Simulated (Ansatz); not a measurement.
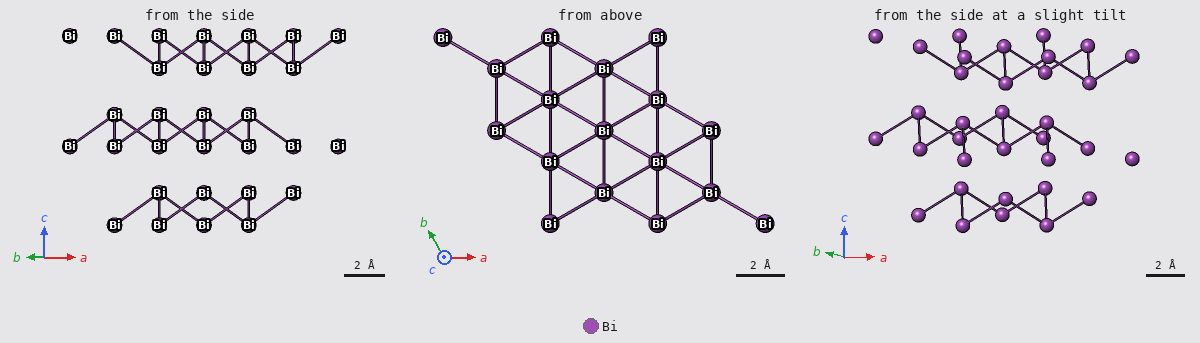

A ball-and-stick picture of a periodic slab, seen from the side, from above and from the side at a slight tilt. The surface normal points up in side views; the vacuum is left out. 2×2 cells are drawn in the plane, with atoms at the edges repeated.

The cell holds 6 Bi. The slab was cut from bulk Bi (R-3m).

What is its extent along the surface normal?

About 10 Å from the lowest to the highest atom.

Write the layer sequence, upper face first.

Six planes: Bi / Bi / Bi / Bi / Bi / Bi.

Which (hkl) is this?

(0 0 1).

Level of theory and settings: DFT PBE+D3(BJ), scalar-relativistic, plane waves, PAW (Ansatz), a basis cut at 420 eV, a 9×9×1 mesh of k-points, Gaussian smearing of 0.1 eV, no spin polarisation.

What work functions does the calculation give?

4.13 eV on both faces.

The structure was taken from a structure type filled with this element by a generator (whether the element takes this form wasn't checked); a slab was cut from it. The atoms were relaxed in a fixed cell with Ansatz, DFT PBE+D3(BJ), scalar-relativistic, plane waves, PAW.
